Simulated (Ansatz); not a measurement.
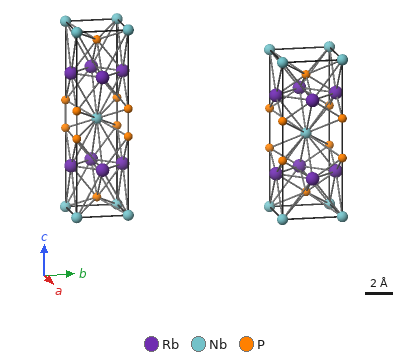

Two geometries of a crystal of Rb2NbP2 (built on the ThCr2Si2 type) (coarse preliminary run), drawn at one scale. One is the start of a relaxation, the other its converged end. Style: ball-and-stick. Shown: the conventional cell (2 times the calculation's cell), slightly off an axis. Lengths and directions refer to the drawn axes.

Level of theory: DFT PBE, scalar-relativistic, plane waves, PAW (Ansatz 0.2.0). Settings: plane-wave cutoff 420 eV; k-point mesh 6 × 6 × 6; occupations gaussian; smearing width 0.1 eV; no spin polarisation; cell and atoms relaxed; force threshold 0.04 eV/Å; at most 70 steps.

### Which one is relaxed?

The left one is the relaxed one. Case: ThCr2Si2 type (I4/mmm, No. 139). After 8 accepted moves (9 points after the start) the energy has fallen by 6.067 eV per cell of the calculation. The largest force component goes from 5.3 to 0.026 eV/Å. The pressure goes from 6.34 to 0.13 GPa. At 1 point the geometry stayed and the basis and grid were re-selected for the new cell (energy shift of 9.3 meV per cell of the calculation at most each time). The largest moves relative to the cell, 0.73 Å, are those of P atoms. Nb and Rb stay in place. Cell: a = b 4.624 → 3.978 Å (−14.0 %), c 12.133 → 14.328 Å (+18.1 %). Volume −12.6 %. Near-neighbour distances that change, for instance: P–P 3.058 → 2.151 Å, Nb–P 3.610 → 3.011 Å, Rb–Rb 3.270 → 2.813 Å, P–Rb 2.759 → 3.199 Å. New bonds form, among them: P–P (3.06 → 2.15 Å). Bond angles that change, for instance: Rb–P–Rb 113.9° → 76.9°. The space group stays I4/mmm (No. 139).
